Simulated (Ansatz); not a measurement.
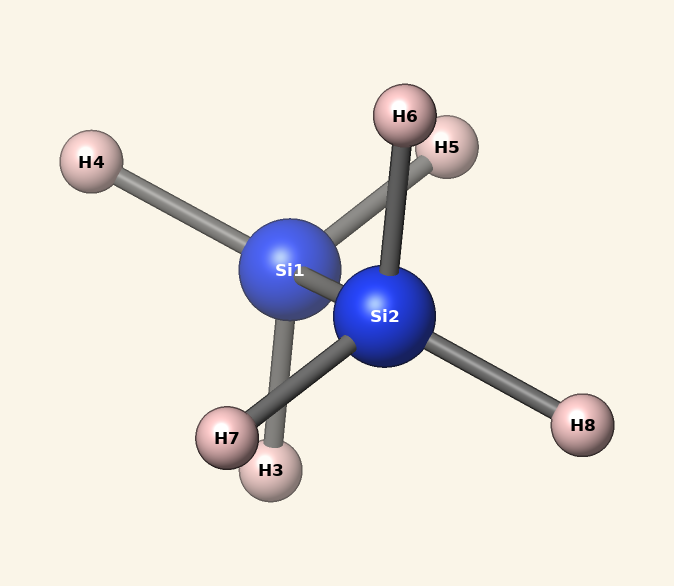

Source: calculation with Ansatz.

Si1 lies behind Si2. The molecule seen a little off the Si2–Si1 bond, Si2 in front. Distant atoms are faded towards the background colour. State: neutral, triplet. Geometry: a fixed input geometry, not necessarily a minimum.

**What is the torsion angle H6–Si2–Si1–H3? The sign is positive where the front bond must turn clockwise to cover the back bond.**

180°, antiperiplanar (anti). The bonds about Si2–Si1 are staggered.

The spin state was imposed, and no run here compares it with a lower spin, which may lie lower.
